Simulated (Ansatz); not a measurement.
# Mg2C (model cell, started as cuprite): following an unstable mode, part 3 of 3

Aim: this structure of Mg2C (model cell, started as cuprite) is to be tested for unstable modes, and one is followed downhill.

Ansatz 0.2.0; DFT PBE, scalar-relativistic, plane waves, PAW.

So far. Step 4 (The mode frozen in, largest atomic shift 0.14 Å): The run ends at a pressure of -0.64 GPa, with forces up to 0.0091 eV/Å. Step 5 (Energy along the mode, all amplitudes (two of the runs …): The lowest of the steps tried is at 0.14 Å, 0.785 meV/atom below the parent; the bottom of the well need not coincide with a step. The relaxed cell has a = 5.078, c = 3.541 Å (conventional setting).

The structure was built from a prototype and need not be the compound's stable phase.

## 7. Modes of the new phase

A relaxed structure may still be a saddle point, so its zone-centre modes are computed. No field response is asked, since the mesh shows no gap.

The input, input.yaml:

```yaml
crystal:
  lattice:
    - [3.5412025265, 0.0, 0.0]
    - [0.0, 5.0775962515, 0.0]
    - [0.0, 0.0, 5.0775962515]
  atoms:
    - { symbol: C, position: [0.1715458311, 0.0, 0.0] }
    - { symbol: C, position: [0.6715458311, 0.5, 0.5] }
    - { symbol: Mg, position: [0.1715442011, 0.3071619378, 0.3071619378] }
    - { symbol: Mg, position: [0.6715442011, 0.8071619378, 0.1928380622] }
    - { symbol: Mg, position: [0.6715442011, 0.1928380622, 0.8071619378] }
    - { symbol: Mg, position: [0.1715442011, 0.6928380622, 0.6928380622] }
kpoints:
  mp_grid: { grid: [6, 6, 6] }
hamiltonian:
  xc: pbe
scf:
  occupations: { method: methfessel_paxton, width: 0.15 }
output:
  eigenvalues: true
phonons:
  method: dfpt
```

Started as:

```console
$ ansatz run input.yaml --threads 8 --pin off --max-ram 14336MiB --backend cpu --events-out ev --progress --plain --runs-dir out
```

Numbers of over 12 decimals in the logs are rounded to 6 here.

The log of the run:

```text
Warning: the atoms were moved onto the symmetric positions of the space group found under crystal.symmetry.tolerance 1.0e-5 (fractional; no operation is sought that the atoms, as they stand in a round, miss by more than twice it, and no atom is moved by as much as it), and the run uses the moved positions. Before a round's move an operation carried an atom to 7.70e-6 Å from where it should land, the largest such dist [...]
Warning: crystal.symmetry: narrowed to the stabiliser of the run's FFT grids — unitary ops 16 → 8. A phonons.method: dfpt run fills in the rows of the dynamical matrix that it does not solve by its symmetry operations, which is exact only for operations that map its FFT grids onto themselves: filled in by any other, the frequencies could depend on the order in which like atoms are typed, or, by more than the grids' own error, on where the crystal sits among the grids' points. Excluded: 8 operations. The run can therefore solve more perturbations, solve them on more k-points, or both, and cost more. [rest of the remark cut]
[...]
Crystal: 6 atoms, lattice volume = 91.299 Å³
Basis set: ecut = 420 eV, 1783 PW (Γ), exchange–correlation on 48×72×72 points (8 copies of the dense FFT grid, shifted against one another)
Bands: 30, of which v1, the nominal top of the filled ones, is band 24 counted from 1 (23 counted from 0)
Symmetry: 16 space group operations
k-points: 112 of 216 (irreducible under 1 space group operation, time reversal used)
[...]
SCF iter   1: F=—  HF=-8195.595115 eV  |F-HF|=—  |Δ(HF+E_count)|=         —  Δρ=2.85e-3  dr2=6.14e-3  ethr=1.77e-3  ⟨swp⟩=5.5  Hψ=14561  notcnv=0
[...]
SCF iter   9: F=-8195.594079 eV  HF=-8195.594079 eV  |F-HF|=0.00e0  |Δ(HF+E_count)|=  2.73e-11  S|Δr|=    0.00e0  Δρ=8.22e-8  dr2=4.66e-12  ethr=1.00e-12  ⟨swp⟩=7.2  Hψ=19158  notcnv=0
SCF 1 converged in 9 iterations: F = -8195.594079 eV  dr2 = 4.66e-12
[...]
DFPT response loops at Γ: preconditioner auto → Kerker (q_TF=auto, 2.451 Å⁻¹) (partly filled bands, converged f_vac=0.000); β = 1.00, the filter's whole step (`scf.mixing.beta` (0.50) is not read by the response loops under this deck's `scf.mixing.preconditioner`; to damp them name `kerker` or `kerker_dos`, under which they read `scf.mixing.beta`, and type it under 1.00, their step now; both keys bind the ground state too); Broyden in place of MSR1
SCF converged after 9 iterations
[...]
Free energy (F): -8195.594079 eV
[...]
Internal energy: -8195.594238 eV  (E = F + TS)
E sigma→0 (E₀):  -8195.594119 eV
Entropy (-TS):   0.000159 eV (0.026 meV/atom)
Fermi energy:    6.629301 eV
[...]
--- Band table (eV; the first three rows and the last of 112) ---
  k-point 0: bands = [... 20 lower, 5.9065, 5.9103, 5.9103, 6.0429, 6.2115, 6.7177, 10.1300, 13.5049, ... 2 higher]
  k-point 1: bands = [... 20 lower, 4.8894, 5.6597, 6.0913, 6.5447, 6.6781, 7.3811, 10.3428, 13.0388, ... 2 higher]
  k-point 2: bands = [... 20 lower, 4.0837, 5.1020, 6.2221, 6.5640, 7.8530, 8.6159, 10.8527, 11.9310, ... 2 higher]
  k-point 111: bands = [... 20 lower, 4.2130, 4.2130, 4.2311, 4.2311, 9.9291, 9.9291, 10.3301, 10.3301, ... 2 higher]
--- Phonons (Γ-DFPT): 4 representative perturbations + reference, on 112 of 216 k-points (Σ response iterations 12) ---
  ASR residual: 3.774e-5 → 0.000e0 eV/Å²; symmetrization residual: 1.790e-6 eV/Å²
  The last average, over the group as it would stand without the narrowing to the FFT grids, took up to 1.593e-6 eV/Å² of the zone centre's force constants
  ASR residual per site (eV/Å²): 1.54e-5 1.54e-5 3.77e-5 3.77e-5 3.77e-5 3.77e-5
[...]
non-analytic LO–TO correction: not included (Born effective charges unavailable; polar crystals: no LO–TO splitting at Γ)
```

Elapsed: 19 s, on 8 threads of Arm Neoverse V1, shared host; peak memory 1.1 GiB; 2.3 min of CPU time.

This step gave:

* sum-rule residual before enforcement: 3.77e-5 eV/Å²
* point group: 4/mmm
* highest optical mode at the zone centre (no LO-TO term): 520.1 cm⁻¹
* lowest optical zone-centre mode: 102.7 cm⁻¹

Patterns of degenerate modes are one choice out of their space. Modes at Γ, with each element's share of the kinetic energy:

| mode | frequency (cm⁻¹) | symmetry | C % | Mg % |
| --- | --- | --- | --- | --- |
| 1 | 0.0 | acoustic | 20 | 80 |
| 2 | 0.0 | acoustic | 20 | 80 |
| 3 | 0.0 | acoustic | 20 | 80 |
| 4 | 102.7 | B1g | 0 | 100 |
| 5 | 250.0 | B1u | 16 | 84 |
| 6 | 251.3 | Eu | 14 | 86 |
| 7 | 251.3 | Eu | 14 | 86 |
| 8 | 256.8 | Eg | 0 | 100 |
| 9 | 256.8 | Eg | 0 | 100 |
| 10 | 300.6 | A2g | 0 | 100 |
| 11 | 350.2 | A1g | 0 | 100 |
| 12 | 418.5 | B2g | 0 | 100 |
| 13 | 436.3 | Eu | 80 | 20 |
| 14 | 436.3 | Eu | 80 | 20 |
| 15 | 496.6 | A2u | 80 | 20 |
| 16 | 508.2 | B1u | 84 | 16 |
| 17 | 520.1 | Eu | 86 | 14 |
| 18 | 520.1 | Eu | 86 | 14 |

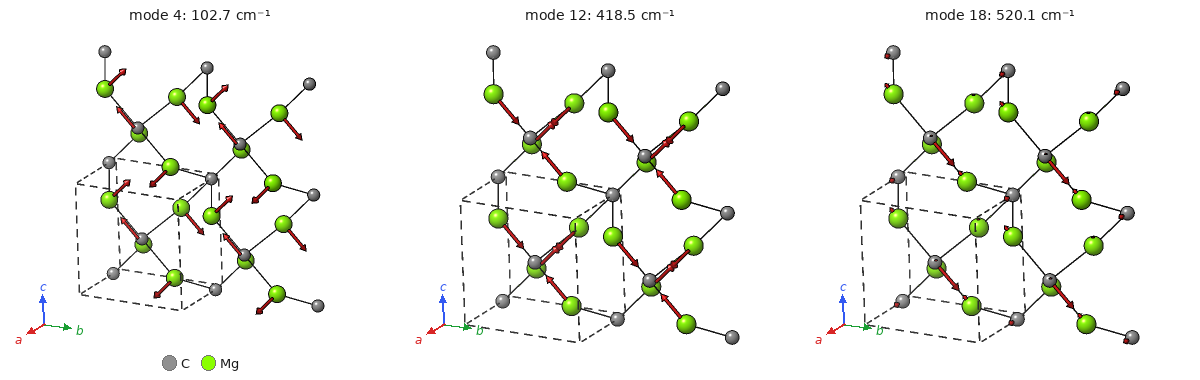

Displacement patterns of modes 4, 12 and 18 at Γ; arrows are exaggerated. 1×2×2 cells are drawn. Some periodic images of atoms are drawn too.

Before it was imposed, the acoustic sum rule was missed by 3.8e-5 eV/Å². Small misses are needed for a sound result but don't prove that mesh and cutoff are converged. The lowest optical mode is real, 103 cm⁻¹.

## 8. Outcome

```
unstable mode of the parent                                                      : q = (0, 0, 0), 55i cm⁻¹
depth at the lowest point sampled                                                : 0.785 meV/atom
largest atomic shift at that point                                               : 0.14 Å
space group reached                                                              : P4_2/mnm
energy gained over the parent (first relaxation, on the mesh of the frozen mode) : 395 meV/atom
volume per atom, phase reached                                                   : 15.2 Å³
lowest optical zone-centre mode, phase reached                                   : 103 cm⁻¹
highest optical mode at the zone centre (no LO-TO term), phase reached           : 520 cm⁻¹
```

Along this mode the structure falls into P4_2/mnm, 395 meV/atom below the parent. At the parent's cell the well is 0.785 meV/atom deep on the steps tried, with its lowest point at a shift of 0.14 Å. Relaxing atoms and cell changes the gain by +394.54 meV/atom against the lowest step (energies at zero smearing). Most of the total comes from this relaxation. The new phase has no imaginary mode at the zone centre of its cell; other wavevectors were not checked. So shallow a well is near the error of the k mesh. Of the 5 patterns followed to their end from this parent, this one reaches the lowest energy. Each path keeps the symmetry of its pattern, so a lower phase may lie along a pattern not tried. With no gap, or one that is small against the smearing, the frequencies hang on the k mesh and the smearing, most of all near Kohn anomalies. The volume moved by more than a tenth on the k mesh of the start, so the energy gain is rough. The starting cell was built on a prototype and not taken from a measurement, so the phase need not exist.

[Logs are printed without paths, hosts, clocks, repeated set-up lines and the standing remarks that a program may print on its own settings, such as how far it seeks lower states.]

[Hosts, paths, dates, database ids (printed as entryN), source tags and the programs' standing remarks are cut or masked in the printed files.]
